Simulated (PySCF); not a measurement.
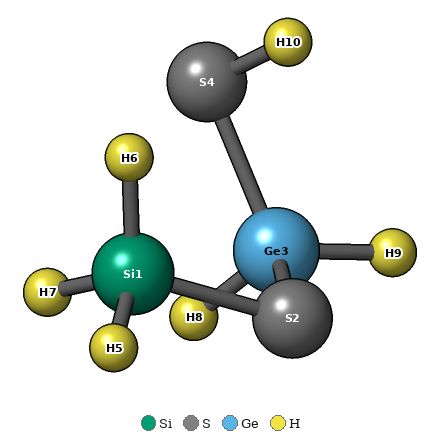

GeSiH₆S₂, SMILES [SiH3][S][GeH2][SH], singlet. Vertical core-electron binding energies by ΔSCF (SCAN, pcX-2 on the ionised atom, pcseg-1 elsewhere, spin-free X2C; PySCF, at a PBE0-D3(BJ)/def2-SVP geometry (no frequency check)), gas phase, against the vacuum level. One atom of each kind was ionised; within a panel, areas follow the number of like atoms and 2j + 1 (2p levels are split by first-order spin-orbit coupling, an approximation), Gaussians of 0.8 eV full width. Only the regions named are shown. Lines closer than the width merge in the curve.

### Predict the S 2p photoelectron lines.

| level | atoms | binding energy (eV) |
| --- | --- | --- |
| S 2p1/2 | S4 | 170.6 |
| S 2p1/2 | S2 | 169.9 |
| S 2p3/2 | S4 | 169.3 |
| S 2p3/2 | S2 | 168.7 |

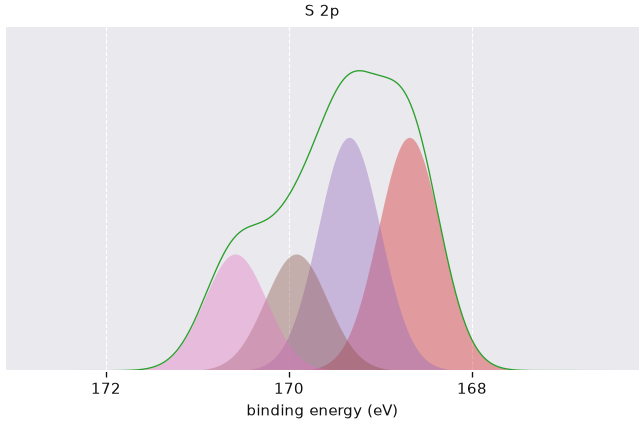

Caveats: one conformer of a flexible molecule.
